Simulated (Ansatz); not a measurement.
# HF/3-21G run of C3H7BO (SMILES CB1OC1C)

Aim: the electronic atomisation energy of C3H7BO at HF/3-21G, from 5 runs. 

The results are computed with Ansatz 0.2.0.

34 further runs of the same task are left out: 34 set aside as unsound or not needed. Runs told in other sessions of the task aren't counted.

## (1) The structure to begin with

C3H7BO has 12 atoms, charge 0, and is taken as a singlet. As SMILES, `CB1OC1C`. The coordinates come from a PBE0-D4/def2-TZVP relaxation.

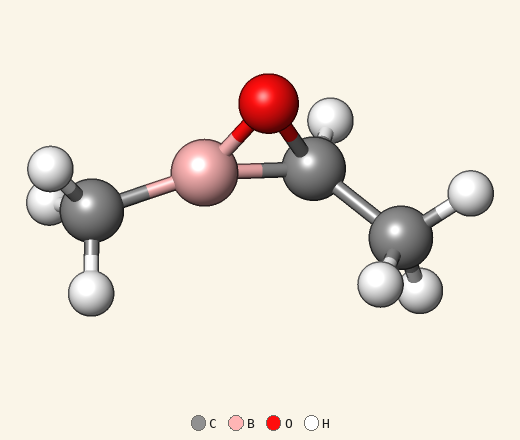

The structure, seen from a chosen angle (carbon grey, boron pink, oxygen red, hydrogen white).

## (2) The energy at HF/3-21G

Input file input.yaml:

```yaml
crystal:
  periodic: [false, false, false]
  atoms:
    - {symbol: C, position_ang: [-2.115400, 0.231500, 0.008900]}
    - {symbol: B, position_ang: [-0.616500, 0.286000, 0.375000]}
    - {symbol: O, position_ang: [0.162400, 0.085400, 1.440000]}
    - {symbol: C, position_ang: [0.876400, 0.454200, 0.165400]}
    - {symbol: C, position_ang: [1.795500, -0.603000, -0.363000]}
    - {symbol: H, position_ang: [-2.747100, -0.028900, 0.860100]}
    - {symbol: H, position_ang: [-2.280800, -0.500400, -0.787600]}
    - {symbol: H, position_ang: [-2.443000, 1.195200, -0.392100]}
    - {symbol: H, position_ang: [1.330900, 1.439700, 0.259300]}
    - {symbol: H, position_ang: [1.297300, -1.571500, -0.440800]}
    - {symbol: H, position_ang: [2.679000, -0.722300, 0.271600]}
    - {symbol: H, position_ang: [2.137900, -0.321100, -1.362700]}
basis:
  gaussian: {orbitals: 3-21G.json}
hamiltonian: {xc: hf}
accuracy: high
output: {orbitals: {seedname: orbitals}}
```

The basis set 3-21G is read from a file made from the Basis Set Exchange's data (not shown).

Command:

```sh
$ ansatz run input.yaml --threads 1 --pin off --max-ram 2610MiB --events-out events.jsonl --progress --plain --runs-dir runs
```

The log of the run:

```text
Warning: RAYON_NUM_THREADS=1 ignored (pool sized by the plan → 1); use --threads N
Functional definition: HF
  name "HF"
  exchange = exact_x
  correlation = 0
1436 factors; integrals over basis functions are off by at most 1.2e-8 eV
mean field evaluation 1: about -5875.3511 eV, gradient 3.2e1 eV
mean field evaluation 2: about -5875.7409 eV, gradient 3.2e1 eV
mean field evaluation 4: about -5878.2300 eV, gradient 3.9e0 eV
mean field evaluation 8: about -5878.2739 eV, gradient 1.5e-1 eV
mean field evaluation 16: about -5878.2740 eV, gradient 3.3e-8 eV
mean field -5878.27402200 eV, -216.0225858714 hartree, gradient 3.3e-8 eV, S^2 0.000000; 0 other end points of the search recorded, 0 dependent functions left out
reference -5878.27402200 eV, -216.0225858714 hartree; 19, 19 occupied and 40, 40 virtual orbitals, 1436 factors
Total energy: -5878.27402200 eV, -216.0225858714 hartree
```

Run time: 0.7 s. Hardware: 1 thread of Arm Neoverse V2, shared host; peak memory 0.13 GiB.

## (3) The B atom at the same level

Input file input.yaml:

```yaml
crystal:
  periodic: [false, false, false]
  atoms:
    - symbol: B
      position_ang: [0.000000, 0.000000, 0.000000]
basis:
  gaussian:
    orbitals: 3-21G.json
accuracy: high
magnetization:
  spin_polarized: true
  initial_magnetization: 1
hamiltonian:
  xc: hf
```

The basis set 3-21G is read from a file made from the Basis Set Exchange's data (not shown).

Command:

```sh
$ ansatz run input.yaml --threads 1 --pin off --max-ram 2610MiB --events-out events.jsonl --progress --plain --runs-dir runs
```

The log of the run:

```text
Warning: RAYON_NUM_THREADS=1 ignored (pool sized by the plan → 1); use --threads N
[... 4 set-up lines as earlier in the session ...]
42 factors; integrals over basis functions are off by at most 2.1e-9 eV
mean field evaluation 1: about -663.4978 eV, gradient 3.5e0 eV
mean field evaluation 2: about -663.4979 eV, gradient 3.5e0 eV
mean field evaluation 4: about -663.6787 eV, gradient 2.3e-1 eV
mean field evaluation 8: about -663.6792 eV, gradient 1.1e-4 eV
mean field evaluation 16: about -663.4788 eV, gradient 1.4e0 eV
mean field evaluation 32: about -663.6792 eV, gradient 7.4e-3 eV
mean field -663.67922630 eV, -24.3897617087 hartree, gradient 3.1e-9 eV, S^2 0.750312; 1 other end points of the search recorded, 0 dependent functions left out
reference -663.67922630 eV, -24.3897617087 hartree; 3, 2 occupied and 6, 7 virtual orbitals, 42 factors
Total energy: -663.67922630 eV, -24.3897617087 hartree
```

Run time: 0.04 s. Hardware: 1 thread of Arm Neoverse V2, shared host.

## (4) The C atom at the same level

Input file molecule.yaml:

```yaml
crystal:
  periodic: [false, false, false]
  atoms:
    - {symbol: C, position_ang: [0.000000, 0.000000, 0.000000]}
basis:
  gaussian:
    orbitals: 3-21G.json
hamiltonian:
  xc: hf
total_charge: 0
accuracy: high
magnetization:
  spin_polarized: true
  initial_magnetization: 2
```

The basis set 3-21G is read from a file made from the Basis Set Exchange's data (not shown).

Run the same way, it converges to -37.48107 Eh (log not shown).

## (5) The H atom, same level

Input file run.yaml:

```yaml
basis:
  gaussian:
    orbitals: 3-21G.json
crystal:
  periodic: [false, false, false]
  atoms:
    - symbol: H
      position_ang: [0.000000, 0.000000, 0.000000]
magnetization:
  spin_polarized: true
  initial_magnetization: 1
hamiltonian:
  xc: hf
accuracy: high
```

The basis set 3-21G is read from a file made from the Basis Set Exchange's data (not shown).

Run the same way, it converges to -0.49620 Eh (log not shown).

## (6) The O atom at the same level

Input file molecule.yaml:

```yaml
crystal:
  periodic: [false, false, false]
  atoms:
    - symbol: O
      position_ang: [0.000000, 0.000000, 0.000000]
basis:
  gaussian: {orbitals: 3-21G.json}
hamiltonian: {xc: hf}
magnetization: {spin_polarized: true, initial_magnetization: 2}
accuracy: high
total_charge: 0
```

The basis set 3-21G is read from a file made from the Basis Set Exchange's data (not shown).

Run the same way, it converges to -74.39366 Eh (log not shown).

## (7) Outcome

At HF/3-21G:

| quantity | value |
| --- | --- |
| molecule: total energy | -216.02259 Eh |
| molecule: HOMO energy | -10.54 eV |
| molecule: LUMO energy | 4.62 eV |
| molecule: HOMO–LUMO gap | 15.16 eV |
| B atom: total energy | -24.38976 Eh |
| B atom: ⟨S²⟩ | 0.750 |
| C atom: total energy | -37.48107 Eh |
| C atom: ⟨S²⟩ | 2.001 |
| H atom: total energy | -0.49620 Eh |
| H atom: ⟨S²⟩ | 0.750 |
| O atom: total energy | -74.39366 Eh |
| O atom: ⟨S²⟩ | 2.001 |
| electronic atomisation energy | 35.989 eV |

Taking the molecule apart into free atoms costs 35.99 eV (3472 kJ/mol), before zero-point energy and without spin-orbit coupling. Hartree–Fock lacks the correlation of the bonding pairs, which as a rule makes this value much too low; in minimal bases other errors can mask that. The basis has no polarisation functions, which makes bonds too weak.
